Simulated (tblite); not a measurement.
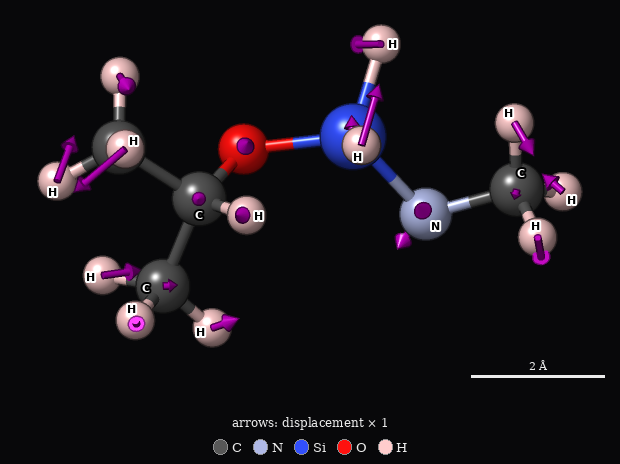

This is a relaxation of C₄H₁₃NOSi. The starting structure is drawn; purple arrows show the displacements, at their true length. The two geometries are superimposed by the best rigid fit.

Style: ball-and-stick. Shown at a tilt.

These are results of GFN2-xTB geometry optimisation, gas phase (tblite 0.8.0), not measurements. 

Which element moves most?

Hydrogen: up to 1.09 Å, against 0.40 Å for nitrogen.

What did the optimiser do to the structure, and how much energy did it gain?

The atom that moves furthest after the best rigid fit is an H atom (1.09 Å). Largest moves by element: H 1.09 Å, N 0.40 Å, O 0.39 Å, Si 0.35 Å, C 0.23 Å. Some distances before and after: O–Si 1.737 → 1.614 Å, C–H 1.128 → 1.086 Å, N–Si 1.759 → 1.723 Å, C–N 1.477 → 1.443 Å. Among the angles between lasting bonds that change: Si–O–C 108.1° → 130.3°, C–N–Si 107.1° → 122.6°, O–Si–H 108.4° → 98.1°. Groups turn about C–C by about 50°, O–Si by about 30°. Over 168 geometry steps the energy falls by 1.269 eV.
